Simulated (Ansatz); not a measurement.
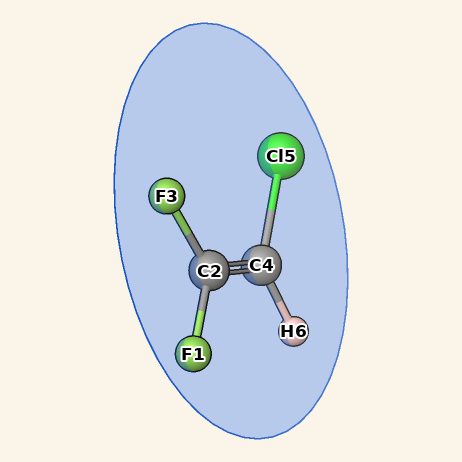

A disc through the centre of mass is drawn in. Atoms fade into the background with distance from the viewer. Computed geometry: PBE0-D4/def2-TZVP optimisation.

Is the plane of the disc a mirror plane of the structure?

Answer. Yes. The reflection leaves F1, C2, F3, C4, Cl5, H6 in place. The point group is Cs.
